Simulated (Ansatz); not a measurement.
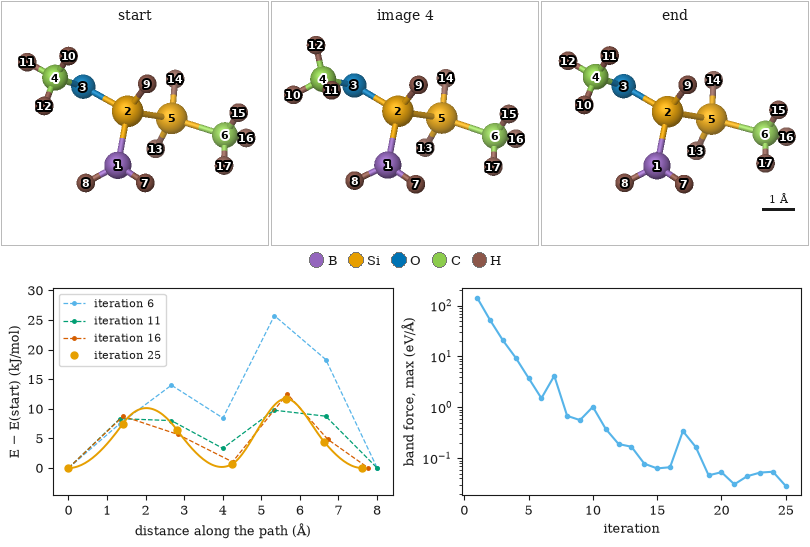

NEB run on C$_{2}$H$_{11}$BOSi$_{2}$. Images are numbered from 0 (start) to 6 (end). The plot follows the band through its iterations. The picture is a ball-and-stick view, seen from a free direction.

All numbers below come from RKS PBE/STO-3G (Ansatz). Settings: 5 movable images; climbing image; force threshold 0.05 eV/Å; iteration limit 56; starting path through a guess of the saddle point.

Did the band converge, and can the barrier be trusted?

The run is converged, with reservations. The band converged in 25 iterations. The largest component of the band force went from 140 to 0.028 eV/Å. The climbing image converged on the top of the path. Its vibrational analysis gives one imaginary mode (226i cm⁻¹), as a transition state must have. The first iteration put the highest image at 4195.8 kJ/mol. The barrier is about 11.7 kJ/mol in both directions, with image 4 at the top; the ends have the same energy. The profile has 2 maxima (images 1, 4) with a dip at image 3 (+0.6 kJ/mol), so the process runs in steps.

Limits of the set-up: STO-3G is a minimal basis, so the numbers are rough.

The run took 12 min on 1 thread of Arm Neoverse N1, with other jobs on the host, peak memory 0.11 GiB.
